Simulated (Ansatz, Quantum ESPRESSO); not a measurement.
**SrFeO3 (Pm-3m): zone-centre phonons**

Wanted: the vibrations of SrFeO3 (Pm-3m) at Γ, by two programs.

Method: DFT LDA, scalar-relativistic, plane waves, PseudoDojo norm-conserving pseudopotentials, in Quantum ESPRESSO 7.5.

### 1. The starting structure

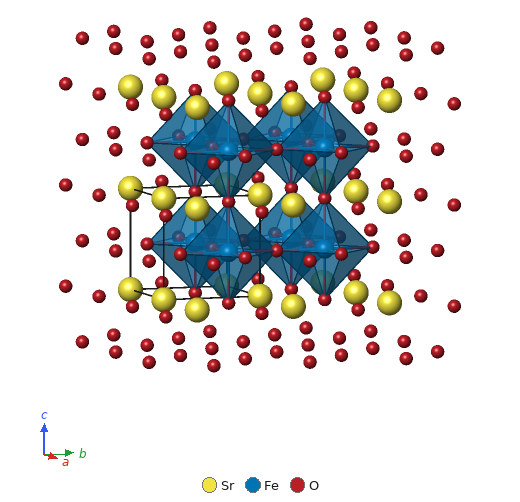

The cell as given, slightly off an axis (strontium yellow, iron blue, oxygen red). 2×2×2 cells are drawn. Some periodic images of atoms are drawn too.

### 2. A first look

Before anything dear is run, a loose run with smearing shows whether this is a metal and how far the cell is from rest.

Input file probe.in:

```
 &control
    calculation='scf',
    prefix='x',
    outdir='./tmp',
    pseudo_dir='./pseudo',
    tprnfor=.true.,
    tstress=.true.,
    verbosity='high',
 /
 &system
    ibrav=1,
    celldm(1)=7.23540945,
    nat=5,
    ntyp=3,
    ecutwfc=90.0,
    occupations='smearing',
    smearing='gaussian',
    degauss=0.01,
    nspin=2,
    starting_magnetization(2)=0.25,
 /
 &electrons
    conv_thr=1.0d-07,
    mixing_beta=0.4,
    electron_maxstep=100,
 /
ATOMIC_SPECIES
 Sr     87.6200  Sr.upf
 Fe     55.8450  Fe.upf
 O      15.9990  O.upf
ATOMIC_POSITIONS crystal
 Sr     0.000000000   0.000000000   0.000000000
 Fe     0.500000000   0.500000000   0.500000000
 O      0.000000000   0.500000000   0.500000000
 O      0.500000000   0.000000000   0.500000000
 O      0.500000000   0.500000000   0.000000000
K_POINTS automatic
 6 6 6 0 0 0
```

Command:

```console
> OMP_NUM_THREADS=1 mpirun -n 8 pw.x -nk 8 -in probe.in > probe.out
```

What it wrote:

```text
[banners, grids, parts of the stress and lines that vanish by symmetry left out]
Program PWSCF v.7.5
     bravais-lattice index     =            1
     lattice parameter (alat)  =       7.2354  a.u.
[...]
kinetic-energy cutoff     =      90.0000  Ry
     charge density cutoff     =     360.0000  Ry
     scf convergence threshold =      1.0E-07
[...]
Exchange-correlation= SLA  PW   NOGX NOGC
                           (   1   4   0   0   0   0   0)
[...]
48 Sym. Ops., with inversion, found
[...]
(     0          1          0      )
                  (     0          0          1      )
[...]
(  0.0000000  1.0000000  0.0000000 )
                  (  0.0000000  0.0000000  1.0000000 )
[...]
(     0         -1          0      )
[...]
atom   3 (R=0.206)  charge=  5.2367  magn=  0.1595
     atom   4 (R=0.206)  charge=  5.2367  magn=  0.1595
     atom   5 (R=0.206)  charge=  5.2367  magn=  0.1595
     End of self-consistent calculation
[...]
the Fermi energy is    10.7183 ev
!    total energy              =    -418.37307179 Ry
[...]
convergence has been achieved in  13 iterations
[...]
atom    1 type  1   force =     0.00000000    0.00000000    0.00000000
     atom    2 type  2   force =     0.00000000    0.00000000    0.00000000
     atom    3 type  3   force =     0.00000000    0.00000000    0.00000000
     atom    4 type  3   force =     0.00000000    0.00000000    0.00000000
     atom    5 type  3   force =     0.00000000    0.00000000    0.00000000
[...]
Total force =     0.000000     Total SCF correction =     0.000000
[...]
total   stress  (Ry/bohr**3)                   (kbar)     P=     -121.77
[...]
XML data file, charge density, pseudopotentials, collected wavefunctions

   JOB DONE.

[key lines of the parts left out:]
total magnetization       =     3.40 Bohr mag/cell
```

Elapsed: 16 s, on 8 MPI ranks of Arm Neoverse V1, shared host; 2.1 min of CPU time.

Read from the output:

| Item | Value |
| --- | --- |
| volume per atom | 11.23 Å³ |
| pressure | -12.18 GPa |
| gap on the k-mesh | 0 eV |
| site moments | 0.0106, 2.592, 0.1595, 0.1595, 0.1595 μB |

No gap opens on this mesh, so smearing is kept; the start stands at -12 GPa.

### 3. Relaxing the cell and atoms

The relaxation runs at a cutoff a fifth above that of the response, since stress converges more slowly with the basis than frequencies do. Forces and stress are brought to rest with tight thresholds.

Input file relax.in:

```
 &control
    calculation='vc-relax',
    prefix='x',
    outdir='./tmp',
    pseudo_dir='./pseudo',
    tprnfor=.true.,
    tstress=.true.,
    forc_conv_thr=2.0d-05,
    etot_conv_thr=1.0d-07,
    nstep=40,
 /
 &system
    ibrav=1,
    celldm(1)=7.23540945,
    nat=5,
    ntyp=3,
    ecutwfc=108,
    occupations='smearing',
    smearing='mv',
    degauss=0.02,
    nspin=2,
    starting_magnetization(2)=0.178,
    starting_magnetization(3)=0.03,
 /
 &electrons
    conv_thr=1.0d-11,
    mixing_beta=0.4,
    electron_maxstep=100,
 /
 &ions
 /
 &cell
    press_conv_thr=0.2,
 /
ATOMIC_SPECIES
 Sr     87.6200  Sr.upf
 Fe     55.8450  Fe.upf
 O      15.9990  O.upf
ATOMIC_POSITIONS crystal
 Sr     0.000000000   0.000000000   0.000000000
 Fe     0.500000000   0.500000000   0.500000000
 O      0.000000000   0.500000000   0.500000000
 O      0.500000000   0.000000000   0.500000000
 O      0.500000000   0.500000000   0.000000000
K_POINTS automatic
 6 6 6 0 0 0
```

Command:

```console
> OMP_NUM_THREADS=1 mpirun -n 8 pw.x -nk 8 -in relax.in > relax.out
```

What it wrote:

```text
[banners, grids, parts of the stress and lines that vanish by symmetry left out]
[banner, memory and clock lines left out]
Program PWSCF v.7.5

[...]
kinetic-energy cutoff     =     108.0000  Ry
     charge density cutoff     =     432.0000  Ry
     scf convergence threshold =      1.0E-11
[...]
energy convergence thresh.=      1.0E-07
     force convergence thresh. =      2.0E-05
     press convergence thresh. =      2.0E-01
     Exchange-correlation= SLA  PW   NOGX NOGC
                           (   1   4   0   0   0   0   0)
[...]
48 Sym. Ops., with inversion, found
[...]
number of k points=    20  Marzari-Vanderbilt smearing, width (Ry)=  0.0200
[...]
atom   1 (R=0.292)  charge=  7.5237  magn=  0.0106
     atom   2 (R=0.206)  charge= 12.8566  magn=  2.5788
     atom   3 (R=0.206)  charge=  5.2376  magn=  0.1550
     atom   4 (R=0.206)  charge=  5.2376  magn=  0.1550
     atom   5 (R=0.206)  charge=  5.2376  magn=  0.1550
     End of self-consistent calculation
[...]
the Fermi energy is    10.7416 ev
!    total energy              =    -418.37319054 Ry
[...]
convergence has been achieved in  17 iterations
[...]
atom    1 type  1   force =     0.00000000    0.00000000    0.00000000
     atom    2 type  2   force =     0.00000000    0.00000000    0.00000000
     atom    3 type  3   force =     0.00000000    0.00000000    0.00000000
     atom    4 type  3   force =     0.00000000    0.00000000    0.00000000
     atom    5 type  3   force =     0.00000000    0.00000000    0.00000000
     Total force =     0.000000     Total SCF correction =     0.000000
[...]
total   stress  (Ry/bohr**3)                   (kbar)     P=     -122.11
[...]
number of bfgs steps    =   0
[...]
CELL_PARAMETERS (alat=  7.23540945)
[...]
ATOMIC_POSITIONS (crystal)
Sr               0.0000000000        0.0000000000        0.0000000000
Fe               0.5000000000        0.5000000000        0.5000000000
O                0.0000000000        0.5000000000        0.5000000000
O                0.5000000000        0.0000000000        0.5000000000
[...]
New effective cutoffs (rho, wfc):  449.04  112.61
[...]
atom   1 (R=0.286)  charge=  7.4555  magn=  0.0124
     atom   2 (R=0.202)  charge= 12.7704  magn=  2.3344
     atom   3 (R=0.202)  charge=  5.1736  magn=  0.1347
     atom   4 (R=0.202)  charge=  5.1736  magn=  0.1347
     atom   5 (R=0.202)  charge=  5.1736  magn=  0.1347
     End of self-consistent calculation
[...]
the Fermi energy is    11.8328 ev
!    total energy              =    -418.38576615 Ry
[...]
convergence has been achieved in  12 iterations
[...]
atom    1 type  1   force =     0.00000000    0.00000000    0.00000000
     atom    2 type  2   force =     0.00000000    0.00000000    0.00000000
     atom    3 type  3   force =     0.00000000    0.00000000    0.00000000
     atom    4 type  3   force =     0.00000000    0.00000000    0.00000000
     atom    5 type  3   force =     0.00000000    0.00000000    0.00000000
     Total force =     0.000000     Total SCF correction =     0.000000
[...]
total   stress  (Ry/bohr**3)                   (kbar)     P=      -32.32
[...]
number of bfgs steps    =   1
[...]
CELL_PARAMETERS (alat=  7.23540945)
[...]
ATOMIC_POSITIONS (crystal)
[...]
New effective cutoffs (rho, wfc):  455.58  114.25
[...]
atom    4 type  3   force =     0.00000000    0.00000000    0.00000000
[...]
Total force =     0.000000     Total SCF correction =     0.000000
[...]
total   stress  (Ry/bohr**3)                   (kbar)     P=        7.31
[...]
number of bfgs steps    =   2
[...]
CELL_PARAMETERS (alat=  7.23540945)
[...]
ATOMIC_POSITIONS (crystal)
[...]
New effective cutoffs (rho, wfc):  454.38  113.95
[...]
End of self-consistent calculation
[...]
the Fermi energy is    12.1434 ev
!    total energy              =    -418.38647623 Ry
[...]
convergence has been achieved in  12 iterations
[...]
Total force =     0.000000     Total SCF correction =     0.000000
[...]
total   stress  (Ry/bohr**3)                   (kbar)     P=       -0.37
[...]
number of bfgs steps    =   3
[...]
CELL_PARAMETERS (alat=  7.23540945)
[...]
ATOMIC_POSITIONS (crystal)
[...]
New effective cutoffs (rho, wfc):  454.44  113.96
[...]
atom   3 (R=0.202)  charge=  5.1856  magn=  0.1328
     atom   4 (R=0.202)  charge=  5.1856  magn=  0.1328
     atom   5 (R=0.202)  charge=  5.1856  magn=  0.1328
     End of self-consistent calculation
[...]
the Fermi energy is    12.1468 ev
!    total energy              =    -418.38647632 Ry
[...]
convergence has been achieved in   8 iterations
[...]
atom    3 type  3   force =     0.00000000    0.00000000    0.00000000
     atom    4 type  3   force =     0.00000000    0.00000000    0.00000000
     atom    5 type  3   force =     0.00000000    0.00000000    0.00000000
     Total force =     0.000000     Total SCF correction =     0.000000
[...]
total   stress  (Ry/bohr**3)                   (kbar)     P=       -0.00
[...]
bfgs converged in   5 scf cycles and   4 bfgs steps
[...]
End of BFGS Geometry Optimization
     Final enthalpy           =    -418.3864763213 Ry
     File ./tmp/x.bfgs deleted, as requested
[...]
CELL_PARAMETERS (alat=  7.23540945)
[...]
ATOMIC_POSITIONS (crystal)
[...]
O                0.5000000000        0.0000000000        0.5000000000
O                0.5000000000        0.5000000000        0.0000000000
[...]
Final scf calculation at the relaxed structure.
[...]
kinetic-energy cutoff     =     108.0000  Ry
     charge density cutoff     =     432.0000  Ry
     scf convergence threshold =      1.0E-13
[...]
press convergence thresh. =      2.0E-01
     Exchange-correlation= SLA  PW   NOGX NOGC
                           (   1   4   0   0   0   0   0)
[...]
48 Sym. Ops., with inversion, found
[...]
number of k points=    20  Marzari-Vanderbilt smearing, width (Ry)=  0.0200
[...]
c_bands:  1 eigenvalues not converged
     c_bands:  1 eigenvalues not converged
     c_bands:  1 eigenvalues not converged
[...]
atom   1 (R=0.286)  charge=  7.4657  magn=  0.0132
     atom   2 (R=0.202)  charge= 12.7798  magn=  2.2886
     atom   3 (R=0.202)  charge=  5.1856  magn=  0.1328
     atom   4 (R=0.202)  charge=  5.1856  magn=  0.1328
     atom   5 (R=0.202)  charge=  5.1856  magn=  0.1328
     End of self-consistent calculation
[...]
the Fermi energy is    12.1467 ev
!    total energy              =    -418.38645748 Ry
[...]
convergence has been achieved in  17 iterations
[...]
atom    1 type  1   force =     0.00000000    0.00000000    0.00000000
     atom    2 type  2   force =     0.00000000    0.00000000    0.00000000
     atom    3 type  3   force =     0.00000000    0.00000000    0.00000000
     atom    4 type  3   force =     0.00000000    0.00000000    0.00000000
     atom    5 type  3   force =     0.00000000    0.00000000    0.00000000
     Total force =     0.000000     Total SCF correction =     0.000000
[...]
total   stress  (Ry/bohr**3)                   (kbar)     P=       -0.04
[...]
XML data file, charge density, pseudopotentials, collected wavefunctions


[key lines of the parts left out:]
total magnetization       =     3.00 Bohr mag/cell
```

Wall time 1.8 min (8 MPI ranks); 15 min of CPU time.

The steps of the relaxation:

```
step  energy less that of the first step (eV)  largest force (eV/Å)  pressure (GPa)  volume (Å³)
   1                                   0.0000                0.0000          -12.21        56.13
   2                                  -0.1711                0.0000           -3.23        52.71
   3                                  -0.1803                0.0000            0.73        51.58
   4                                  -0.1808                0.0000           -0.04        51.78
   5                                  -0.1808                0.0000            0.00        51.77
   6                                  -0.1805                0.0000            0.00        51.77
```

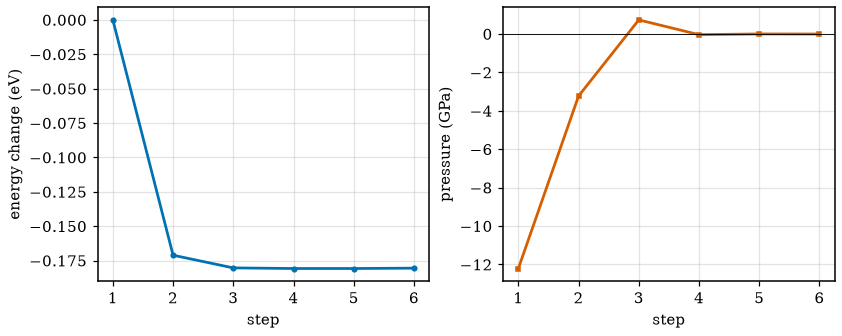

Energy and pressure along the relaxation.

```csv
"conventional cell, symmetrised",before,after,change
a (Å),3.829,3.727,-2.7 %
b (Å),3.829,3.727,-2.7 %
c (Å),3.829,3.727,-2.7 %
volume (Å³/atom),11.23,10.35,-7.8 %
```

Final coordinates:

```xyz
5
Lattice="3.7270 0.0000 0.0000 0.0000 3.7270 0.0000 0.0000 0.0000 3.7270" Properties=species:S:1:pos:R:3 pbc="T T T"
Sr    0.0000    0.0000    0.0000
Fe    1.8635    1.8635    1.8635
O     0.0000    1.8635    1.8635
O     1.8635    0.0000    1.8635
O     1.8635    1.8635    0.0000
```

The last row of the table of steps is pw.x's closing run on a basis chosen anew for the final cell, so its energy can jump.

Read from the output:

- volume per atom: 10.35 Å³
- pressure: -0.004 GPa
- site moments: 0.0132, 2.289, 0.1328, 0.1328, 0.1328 μB

The volume changes by -7.8 % from the cell with which this run began.

### 4. Self-consistent run for the response

The response is built on this ground state, so it is converged far tighter than an energy would need. Smearing stays on, as the first look found no gap above 0.3 eV.

Input file scf.in:

```
 &control
    calculation='scf',
    prefix='x',
    outdir='./tmp',
    pseudo_dir='./pseudo',
    tprnfor=.true.,
    tstress=.true.,
 /
 &system
    ibrav=1,
    celldm(1)=7.04304906,
    nat=5,
    ntyp=3,
    ecutwfc=90.0,
    occupations='smearing',
    smearing='mv',
    degauss=0.02,
    nspin=2,
    starting_magnetization(2)=0.158,
    starting_magnetization(3)=0.025,
 /
 &electrons
    conv_thr=1.0d-12,
    mixing_beta=0.4,
    electron_maxstep=100,
 /
ATOMIC_SPECIES
 Sr     87.6200  Sr.upf
 Fe     55.8450  Fe.upf
 O      15.9990  O.upf
ATOMIC_POSITIONS crystal
 Sr     0.000000000   0.000000000   0.000000000
 Fe     0.500000000   0.500000000   0.500000000
 O      0.000000000   0.500000000   0.500000000
 O      0.500000000   0.000000000   0.500000000
 O      0.500000000   0.500000000   0.000000000
K_POINTS automatic
 6 6 6 0 0 0
```

Command:

```console
> OMP_NUM_THREADS=1 mpirun -n 8 pw.x -nk 8 -in scf.in > scf.out
```

What it wrote:

```text
[banners, grids, parts of the stress and lines that vanish by symmetry left out]
[banner, memory and clock lines left out]
Program PWSCF v.7.5

[...]
kinetic-energy cutoff     =      90.0000  Ry
     charge density cutoff     =     360.0000  Ry
     scf convergence threshold =      1.0E-12
[...]
Exchange-correlation= SLA  PW   NOGX NOGC
                           (   1   4   0   0   0   0   0)
[...]
48 Sym. Ops., with inversion, found
[...]
number of k points=    20  Marzari-Vanderbilt smearing, width (Ry)=  0.0200
[...]
atom   1 (R=0.292)  charge=  7.4353  magn=  0.0130
     atom   2 (R=0.206)  charge= 12.7438  magn=  2.2820
     atom   3 (R=0.206)  charge=  5.1545  magn=  0.1322
     atom   4 (R=0.206)  charge=  5.1545  magn=  0.1322
     atom   5 (R=0.206)  charge=  5.1545  magn=  0.1322
     End of self-consistent calculation
[...]
the Fermi energy is    12.1467 ev
!    total energy              =    -418.38637920 Ry
[...]
convergence has been achieved in  16 iterations
[...]
atom    1 type  1   force =     0.00000000    0.00000000    0.00000000
     atom    2 type  2   force =     0.00000000    0.00000000    0.00000000
     atom    3 type  3   force =     0.00000000    0.00000000    0.00000000
     atom    4 type  3   force =     0.00000000    0.00000000    0.00000000
     atom    5 type  3   force =     0.00000000    0.00000000    0.00000000
     Total force =     0.000000     Total SCF correction =     0.000000
[...]
total   stress  (Ry/bohr**3)                   (kbar)     P=       -0.26
[...]
XML data file, charge density, pseudopotentials, collected wavefunctions


[key lines of the parts left out:]
total magnetization       =     3.00 Bohr mag/cell
```

Elapsed: 18 s, on 8 MPI ranks; 2.4 min of CPU time.

Read from the output:

```yaml
pressure: -0.02600 GPa
site_moments: 0.013, 2.282, 0.1322, 0.1322, 0.1322 μB
```

The cell stands at -0.026 GPa, close enough for phonons.

(Part 1 of 3 ends here.)

[Host names and launcher messages were left out of these logs when they were recorded.]

[Logs are printed without paths, hosts, clocks, repeated set-up lines and the standing remarks that a program may print on its own settings, such as how far it seeks lower states.]

[Hosts, paths, dates, database ids (printed as entryN), source tags and the programs' standing remarks are cut or masked in the printed files.]
